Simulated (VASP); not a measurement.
Band structure of ZrSe2 (1T layered). These are LDA (Ceperley-Alder, Perdew-Zunger), VASP's LDA PAW potentials (set 64) (plane waves; VASP) values and carry that method's errors.

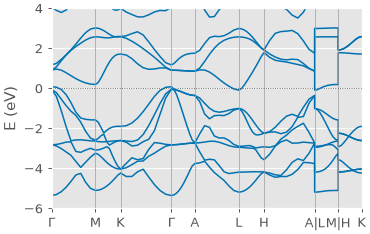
Figure. Bands along high-symmetry lines, zero at the valence-band maximum or, without a gap, the Fermi level

Q: Read the plot: is there a gap, and where are the band edges?

A: It has no gap at this level: it comes out as a metal or semimetal. (Edges off the drawn lines would not show.)

The compound is ZrSe2 in the 1T layered structure. It was relaxed first, which changed the volume by -7 %.
